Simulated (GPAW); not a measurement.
# Polarising CrSi2As4 monolayer with a field along the normal

The dipole of the cell at several fields, atoms fixed. What does the strongest field give, and what length does the slope stand for?

How it was computed: GPAW 26.7.0, plane waves (400 eV), PAW setups, PBE, 9×9 mesh, a dipole layer in the vacuum; geometry relaxed without an applied field with GPAW. The cell's area is 11.05 Å², and e/ε0 = 180.95 V Å.

Results, with one row withheld:

```
field (V/Å)  dipole (e Å)
       −0.2       −0.1461
       −0.1       −0.0731
      −0.05       −0.0365
       0.05        0.0365
        0.1        0.0731
        0.2        0.1461
        0.3             ?
```

Q: What is the dipole at 0.3 V/Å?

Worked answer. A line through the 6 points has the slope α = 0.731 e Å per V/Å and the intercept p₀ = 0.0000 e Å (r.m.s. residual 3.1e−05). At 0.3 V/Å it gives p = 0.0000 + 0.731 × 0.3 = 0.2192 e Å; the run gives 0.2192 e Å, so the response stays linear to 0.0 % of the induced part. Dividing by ε0 and the area: α/(ε0 A) = 0.731 × 180.95 / 11.05 = 11.97 Å, against 9.87 Å between the outer nuclei.

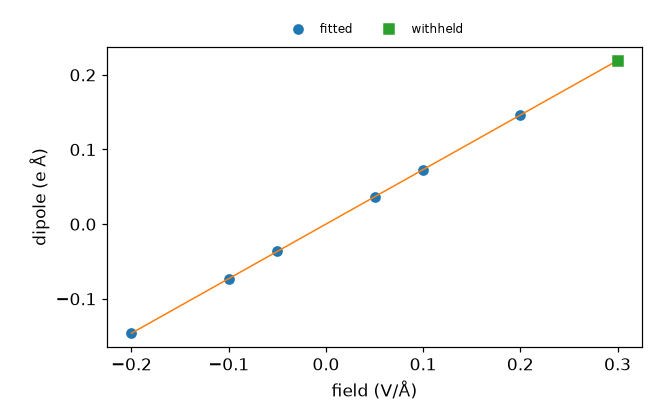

The line and the withheld run.

Caveats: This is the electronic response alone; ions that move would add to it in polar layers. No run was spin-polarised, so magnetic states weren't tested.

[Logs are printed without paths, hosts, clocks, repeated set-up lines and the standing remarks that a program may print on its own settings, such as how far it seeks lower states.]
